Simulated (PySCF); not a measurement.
Cu(NH3)4, H12CuN4 (cation, charge +2), SMILES [NH3]->[Cu+2](<-[NH3])(<-[NH3])<-[NH3], doublet at its GFN2-xTB optimised geometry (Å):

```
17

Cu     0.0659     0.0653     0.0000
N     -1.9614     0.0304     0.3788
H     -2.2502     0.8046     0.9777
H     -2.2396    -0.8219     0.8664
H     -2.5193     0.0859    -0.4744
N      0.0481    -1.9620    -0.3786
H     -0.8204    -2.2582    -0.8250
H      0.1552    -2.5188     0.4703
H      0.7987    -2.2337    -1.0145
N      2.1286     0.0653     0.0000
H      2.5193     0.1769    -0.9365
H      2.5094    -0.8004     0.3834
H      2.5059     0.8185     0.5761
N      0.0482     2.1277     0.0000
H     -0.8011     2.4977    -0.4280
H      0.8256     2.5151    -0.5358
H      0.1072     2.5188     0.9411
```

Computed with unrestricted PBE0/def2-SVP (PySCF 2.14.0).

Map of the Laplacian of the electron density (e/bohr⁵), clipped to [-1.50, 1.50] on the plane z = 1.0 Å:

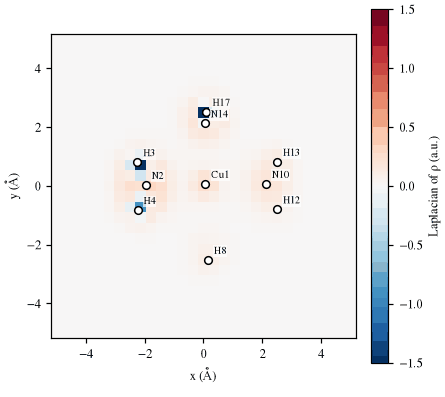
*Laplacian of the electron density (e/bohr⁵), clipped to [-1.50, 1.50] on the plane z = 1.0 Å.*
